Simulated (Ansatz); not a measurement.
# AsH6InO3 (SMILES [OH][In-]([OH])([OH])[AsH3+]): what the fields show

```xyz
11

O    -1.8767    0.2983    1.3742
In   -0.0710   -0.4393    0.9634
O     1.5362    0.4616    1.7246
O     0.0832   -2.3286    0.3468
As    0.1383    0.7393   -1.6467
H    -1.8339    1.0031    2.0247
H     2.2681   -0.1499    1.8345
H    -0.7574   -2.7897    0.3989
H     1.3512    0.4718   -2.5022
H     0.1282    2.2394   -1.8008
H    -0.9009    0.4369   -2.6968
```

Geometry: PBE0-D4/def2-TZVP; core potentials replace the inner electrons of In.

Method: RKS PBE0-D4/def2-TZVPP (Ansatz 0.2.0).

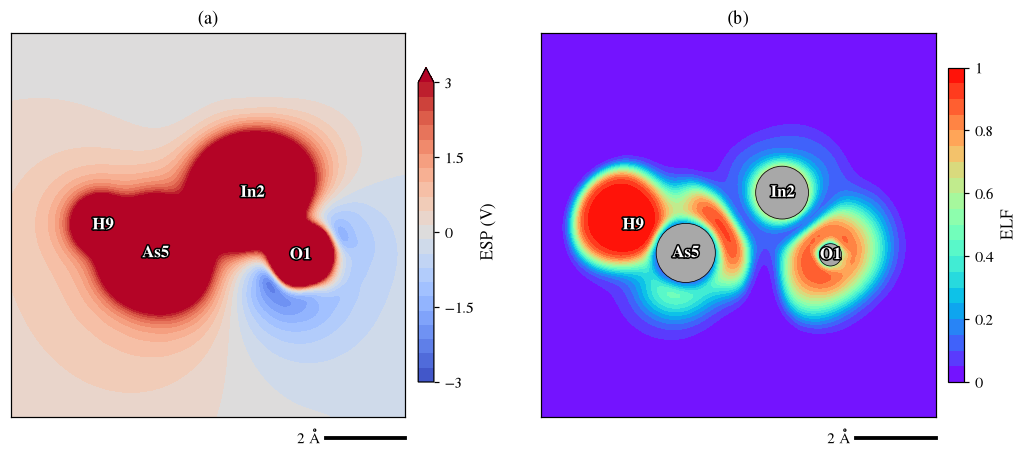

Figure 1. (a) electrostatic potential; (b) electron localisation function on the plane of atoms In2, As5 and H9. Grey discs cover the atomic cores in the ELF map.

What do the fields say about this system?

Answer.
- The plane passes through O, In, As and H nuclei.
- In–O (1.99 Å): the ELF peaks at about 0.85 in the valence shell of O, 0.6 Å from its nucleus, and drops to about 0.15 between the two atoms.
- In–As (2.87 Å): the ELF peaks at about 0.90 between the atoms.
- As–H (1.51 Å): the ELF climbs to about 1 towards the hydrogen, as it does in any bond to H.
- The ELF also peaks beside O1, away from the bonds: lone-pair regions.
- Outside the dense part of the molecule the potential is most negative (−2.2 V) near O1.

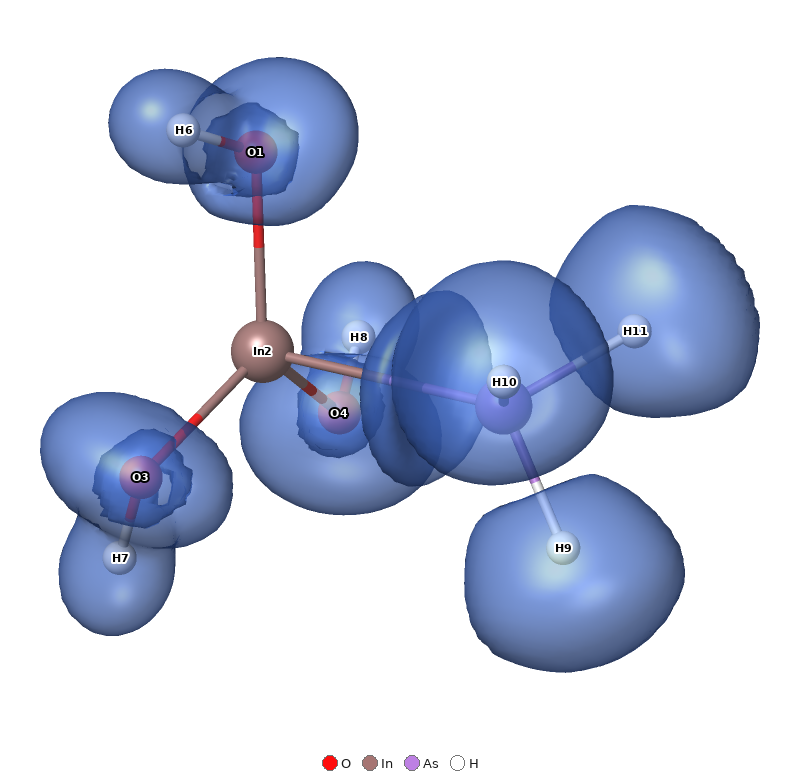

Figure 2. Isosurface of the ELF at 0.75 (blue), seen at a tilt. Only the valence region is drawn (cores and ρ < 0.01 e/Å³ removed).

Describe the localisation domains.

Answer. The ELF exceeds this value in three regions around hydrogen nuclei, one lobe of the valence shell of As pointing towards In (polar bonds) and three joined regions spread over several atoms (H, O), in which their bonds and any lone pairs are merged.

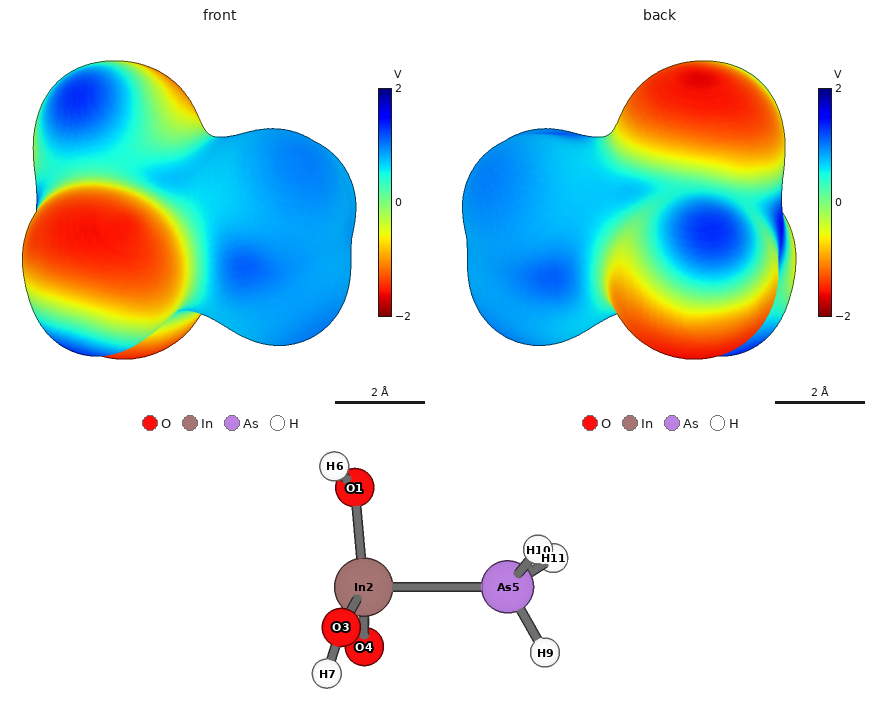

Figure 3. The electrostatic potential painted on the density surface at 0.001 e/bohr³, seen from the front and from behind; the colour scale runs from red (negative) to blue (positive). The bare structure is drawn below in the same view.

Describe the electrostatic potential map.

Answer. The most negative region (about −1.6 V) lies over O1, O3 and O4, the most positive (about +1.3 V) over In2, H6, H7 and H8.
